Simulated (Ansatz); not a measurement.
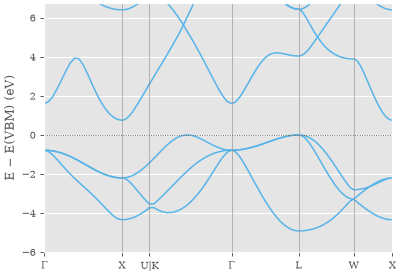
Figure: Band structure from r²SCAN (plane waves, PAW; program Ansatz)

The gap is 0.75 eV; an edge lies off the plotted path or next to a special point (maximum off the standard path, minimum at X).

The material is CdS (rock salt, Fm-3m).

This is a known high-pressure phase of the composition, computed here at zero pressure and temperature. The r²SCAN relaxation kept the symmetry of its start; its stability against distortions is not shown here. Spin–orbit coupling is left out wherever it is not named.

Potentials: the later of the program's two PAW sets.
